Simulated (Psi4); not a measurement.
# Si3NH9 (trisilylamine) at PBE0/cc-pVDZ

Aim: the vertical ionisation energy of Si3NH9 (trisilylamine) at PBE0/cc-pVDZ, from 2 runs. 

The calculation is run with Psi4 1.11.

4 further runs of the same task are left out: 4 set aside as unsound or not needed. Runs told in other sessions of the task aren't counted.

## (1) The molecule

Si3NH9: 13 atoms, total charge 0, spin state singlet. SMILES: `[SiH3]N([SiH3])[SiH3]`. The shape is that of a PBE0-D4/def2-TZVP optimisation.

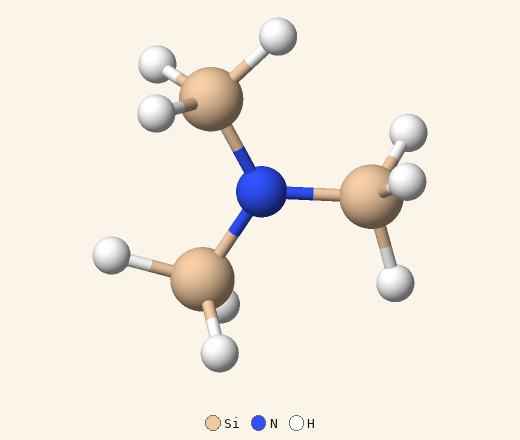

Viewed from a chosen angle; silicon light orange, nitrogen blue, hydrogen white.

## (2) The energy at PBE0/cc-pVDZ

input.in

```
memory 1600 mb

molecule system {
  Si    -0.98161824     2.72258512    -1.54173306
  N     -0.00130391    -0.00017008     0.00066140
  Si     1.48317045     0.21176271     2.91694345
  Si    -0.50189236    -2.93457460    -1.37471906
  H     -2.16961346     1.92614115    -3.96220766
  H     -2.85868320     4.14930945    -0.01358713
  H      1.18268510     4.42859207    -2.08888436
  H      0.03811578    -1.14834877     4.90593689
  H      4.07825574    -0.86139386     2.82865545
  H      1.63038011     2.94013039     3.57951923
  H     -3.23857484    -3.42707502    -1.77689058
  H      0.53972468    -4.86625264     0.38257505
  H      0.79933525    -3.14070592    -3.85630741
  units bohr
  symmetry c1
}

set {
  basis cc-pVDZ
  puream true
  scf_type pk
  dft_radial_points 35
  dft_spherical_points 110
}

energy_value, wavefunction = energy("pbe0", return_wfn=True)
```

On the command line:

```console
$ psi4 -i input.in -o input.out -n 1
```

input.out, cut to the lines that bear on the results:

```text
[...]
  Running in c1 symmetry.
[...]
  Nuclear repulsion =  292.486262596805659
[...]
  Multiplicity = 1
[...]
  Nalpha       = 29
  Nbeta        = 29
[...]
    Number of basis functions: 113
[...]
   @RKS iter   1:  -927.98436955025113   -2.02097e-01   6.24544e-03 ADIIS/DIIS
[...]
   @RKS iter   7:  -928.21903522060791   -8.33297e-08   2.44503e-07 DIIS
[...]
    Orbital Energies [Eh]
    ---------------------
    Doubly Occupied:
       1A    -66.282313     2A    -66.282253     3A    -66.282238
       4A    -14.379329     5A     -5.353392     6A     -5.353331
       7A     -5.353314     8A     -3.688282     9A     -3.688215
      10A     -3.688205    11A     -3.686794    12A     -3.686734
      13A     -3.686710    14A     -3.686264    15A     -3.686212
      16A     -3.686187    17A     -0.872201    18A     -0.579396
      19A     -0.579323    20A     -0.514159    21A     -0.419302
      22A     -0.419264    23A     -0.407551    24A     -0.357014
      25A     -0.356926    26A     -0.352183    27A     -0.352096
      28A     -0.343731    29A     -0.274590
[...]
  @RKS Final Energy:  -928.21903522060791
   => Energetics <=
    Nuclear Repulsion Energy =            292.4862625968056591
    One-Electron Energy =               -1865.8805273952534662
    Two-Electron Energy =                 700.0991283880058518
    DFT Exchange-Correlation Energy =     -54.9238988101660723
    Empirical Dispersion Energy =           0.0000000000000000
    VV10 Nonlocal Energy =                  0.0000000000000000
    Total Energy =                       -928.2190352206079069
[...]
 Multipole Moments:
 ------------------------------------------------------------------------------------
     Multipole            Electronic (a.u.)      Nuclear  (a.u.)        Total (a.u.)
 ------------------------------------------------------------------------------------
 L = 1.  Multiply by 2.5417464519 to convert [e a0] to [Debye]
 Dipole X            :         -0.0017977            0.0019030            0.0001053
 Dipole Y            :         -0.0016898            0.0005445           -0.0011453
 Dipole Z            :          0.0013447           -0.0015026           -0.0001580
 Magnitude           :                                                    0.0011610
[...]
```

Run time: 30 s. Hardware: 1 thread of Intel Xeon at 2.60GHz (Ice Lake), shared host; peak memory 0.66 GiB.

## (3) The doublet cation, same level

input.dat

```
memory 1600 mb

molecule {
  1 2
  Si    -0.98161824     2.72258512    -1.54173306
  N     -0.00130391    -0.00017008     0.00066140
  Si     1.48317045     0.21176271     2.91694345
  Si    -0.50189236    -2.93457460    -1.37471906
  H     -2.16961346     1.92614115    -3.96220766
  H     -2.85868320     4.14930945    -0.01358713
  H      1.18268510     4.42859207    -2.08888436
  H      0.03811578    -1.14834877     4.90593689
  H      4.07825574    -0.86139386     2.82865545
  H      1.63038011     2.94013039     3.57951923
  H     -3.23857484    -3.42707502    -1.77689058
  H      0.53972468    -4.86625264     0.38257505
  H      0.79933525    -3.14070592    -3.85630741
  units au
  symmetry c1
}

set globals {
  basis                cc-pVDZ
  reference            uks
  puream               true
  scf_type             pk
  dft_radial_points    35
  dft_spherical_points 110
  maxiter              100
}

result = energy('pbe0')
print_variables()
```

On the command line:

```console
$ psi4 -i input.dat -o output.dat -n 1
```

output.dat, cut to the lines that bear on the results:

```text
[...]
  Running in c1 symmetry.
[...]
  Nuclear repulsion =  292.486262596805659
[...]
  Multiplicity = 2
[...]
  Nalpha       = 29
  Nbeta        = 28
[...]
    Number of basis functions: 113
[...]
   @UKS iter   1:  -927.73752814571844    4.47440e-02   4.81886e-03 DIIS/ADIIS
[...]
   @UKS iter   9:  -927.87828026267380   -3.29715e-08   4.02745e-07 DIIS
[...]
   @S^2 Observed:                7.580379407E-01
[...]
    Orbital Energies [Eh]
    ---------------------
    Alpha Occupied:
       1A    -66.475426     2A    -66.475378     3A    -66.475370
       4A    -14.664422     5A     -5.549567     6A     -5.549518
       7A     -5.549507     8A     -3.885381     9A     -3.885328
      10A     -3.885312    11A     -3.881966    12A     -3.881924
      13A     -3.881910    14A     -3.881644    15A     -3.881598
      16A     -3.881581    17A     -1.143252    18A     -0.796218
      19A     -0.796152    20A     -0.710182    21A     -0.655958
      22A     -0.635174    23A     -0.635133    24A     -0.553349
      25A     -0.553285    26A     -0.545446    27A     -0.545358
      28A     -0.526807    29A     -0.517377
    Alpha Virtual:
[...]
  @UKS Final Energy:  -927.87828026267380
   => Energetics <=
    Nuclear Repulsion Energy =            292.4862625968056591
    One-Electron Energy =               -1854.0775953120910344
    Two-Electron Energy =                 688.3956882339140293
    DFT Exchange-Correlation Energy =     -54.6826357813025936
    Empirical Dispersion Energy =           0.0000000000000000
    VV10 Nonlocal Energy =                  0.0000000000000000
    Total Energy =                       -927.8782802626737976
  UHF NO Occupations:
  HONO-2 :   27  A 1.9995226
  HONO-1 :   28  A 1.9979463
[...]
 Multipole Moments:
 ------------------------------------------------------------------------------------
     Multipole            Electronic (a.u.)      Nuclear  (a.u.)        Total (a.u.)
 ------------------------------------------------------------------------------------
 L = 1.  Multiply by 2.5417464519 to convert [e a0] to [Debye]
 Dipole X            :         -0.0018879            0.0019030            0.0000151
 Dipole Y            :         -0.0012065            0.0005445           -0.0006620
 Dipole Z            :          0.0009866           -0.0015026           -0.0005160
 Magnitude           :                                                    0.0008395
[...]
```

It took 32 s on 1 thread of Intel Xeon at 2.60GHz (Ice Lake), shared host; peak memory 0.66 GiB.

## (4) What came out

Level: PBE0/cc-pVDZ.

```
                                          quantity          value
                      singlet Si3NH9: total energy  -928.21904 Eh
                     singlet Si3NH9: dipole moment         0.00 D
                       singlet Si3NH9: HOMO energy       -7.47 eV
                       singlet Si3NH9: LUMO energy       -0.03 eV
                     singlet Si3NH9: HOMO–LUMO gap        7.44 eV
                      doublet cation: total energy  -927.87828 Eh
doublet cation: HOMO energy (highest over α and β)      -14.08 eV
 doublet cation: LUMO energy (lowest over α and β)      -11.06 eV
                              doublet cation: ⟨S²⟩          0.758
vertical ionisation energy (to the doublet cation)       9.272 eV
```

Removing an electron at fixed nuclei costs 9.27 eV (895 kJ/mol). The negative HOMO energy of the first species, 7.47 eV, lies 1.80 eV below that difference.
